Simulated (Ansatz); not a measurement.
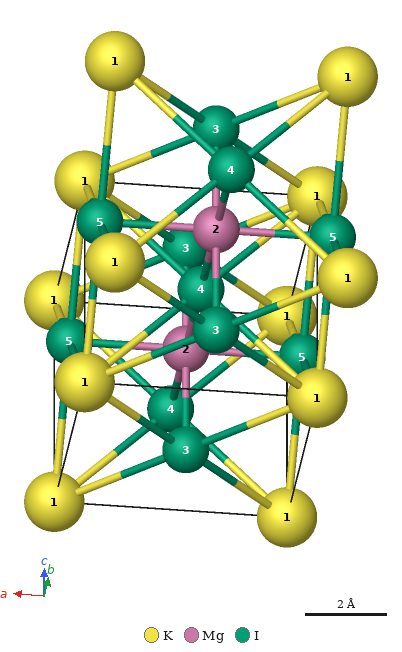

The starting point is a crystal of KMgI3 (built on the cubic perovskite type) at its r2SCAN-relaxed geometry. The picture is a ball-and-stick view of the cell of the calculation, repeated 1 × 2 × 1 with one cell outlined, seen from a free direction.

The calculation used DFT, PBE, plane waves, PAW (Ansatz 0.2.0). (plane-wave cutoff 420 eV; k-point mesh 4 × 4 × 4; occupations fermi dirac; smearing width 0.02 eV; no spin polarisation)

Now this is done to it. The cell is strained by −2.0 % along a and none across it (volume −2.0 %). The atoms were relaxed with r2SCAN under that strain, and this is a single point on that geometry.

The input:
```yaml
crystal:
  lattice:
    - [5.6975794737, 0.0, 0.0]
    - [0.0, 5.8138566058, 0.0]
    - [0.0, 0.0, 5.8138566058]
  atoms:
    - { symbol: K, position: [0.0, 0.0, 0.0] }
    - { symbol: Mg, position: [0.5, 0.5, 0.5] }
    - { symbol: I, position: [0.5, 0.5, 0.0] }
    - { symbol: I, position: [0.5, 0.0, 0.5] }
    - { symbol: I, position: [0.0, 0.5, 0.5] }
kpoints:
  mp_grid: { grid: [4, 4, 4] }
  band_path:
    path: [[0.0, 0.0, 0.0], [0.0, 0.5, 0.0], [0.5, 0.5, 0.0], [0.5, 0.5, 0.5]]
    npoints: 1
hamiltonian:
  xc: pbe
scf:
  occupations: { method: fermi_dirac, width: 0.02 }
  n_extra_bands: 5
output:
  forces: true
  stress: true
  eigenvalues: true
```

Launched with:
```bash
ansatz run input.yaml --threads 4 --pin off --max-ram 4608MiB --backend cpu --events-out ev --progress --plain --runs-dir out
```

What does the calculation give for the changed structure?

It costs 3.9 meV per atom. The pressure goes from 0.4 to 0.9 GPa. The principal stresses (compression positive) are 1.2 GPa along a and 0.7 GPa across it. All forces vanish by symmetry. Near-neighbour distances before and after: I–Mg 2.907 → 2.849 to 2.907 Å, I–K 4.111 → 4.070 to 4.111 Å. The space group (tolerance 0.01 Å) goes from Pm-3m (No. 221) to P4/mmm (No. 123).

The changed structure in the same view:

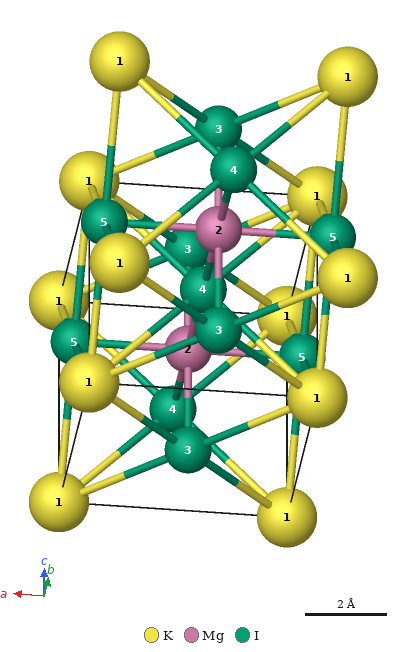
